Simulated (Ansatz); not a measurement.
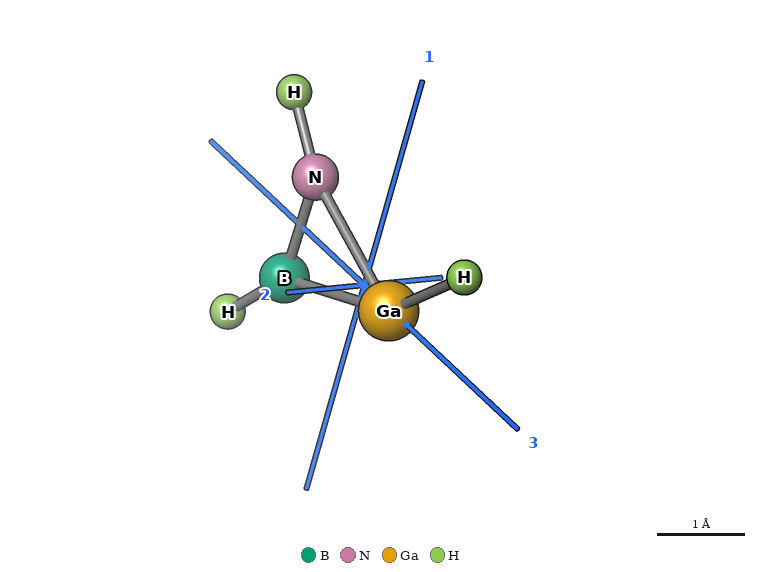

The three principal axes of inertia are drawn and numbered. Depth is shown by fading: the farther an atom, the more it takes the colour of the background. The computed structure is the end point of a PBE-D4/def2-SVP optimisation. No frequency run is at hand to confirm it as a minimum. Masses are those of the most abundant isotopes; constants are for the rigid equilibrium geometry.

Which line is the a axis (least moment of inertia), which b and which c?

Answer. a is line 3, b is line 1, c is line 2; the moments are 17.4, 77.7, 95.1 u Å².

Classify the rotor and give the rotational constants (GHz).

Answer. An asymmetric top (Cs): A = 29.0, B = 6.50, C = 5.31 GHz. Ray's parameter κ is −0.90, close to the prolate limit.
